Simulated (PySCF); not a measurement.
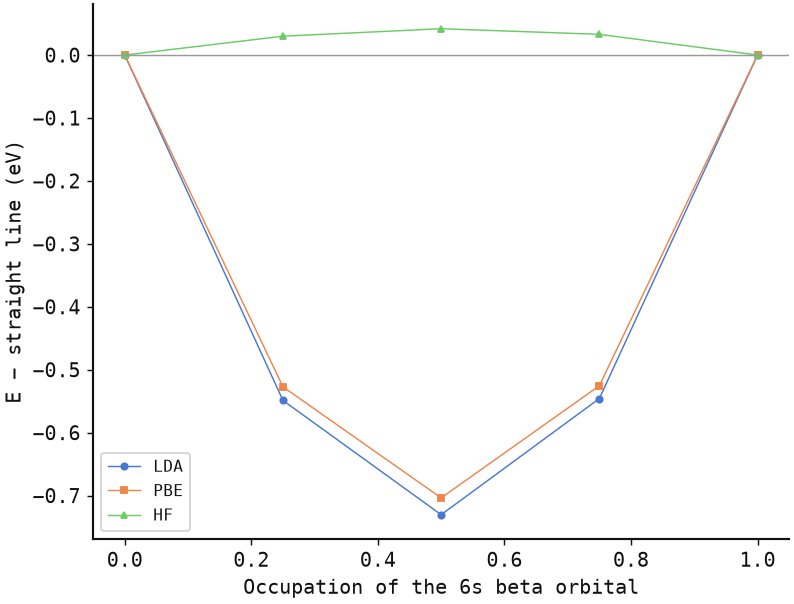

One 6s beta orbital of neutral tungsten ([Xe] 4f¹⁴ 5d⁴ 6s²) is emptied in steps. The plot gives the energy less the straight line between the integer ends. PySCF, def2-SVP with a 60-electron core potential, unrestricted single determinants, no spin-orbit coupling.

Question: What do the curves say about each method?

Answer: LDA: convex (delocalisation error), largest departure −0.73 eV, removal energy 7.927 eV; PBE: convex (delocalisation error), largest departure −0.70 eV, removal energy 7.500 eV; HF: concave (localisation error), largest departure 0.042 eV, removal energy 5.885 eV. The measured removal energy is 7.864 eV. The exact energy is a straight line between whole electron numbers.
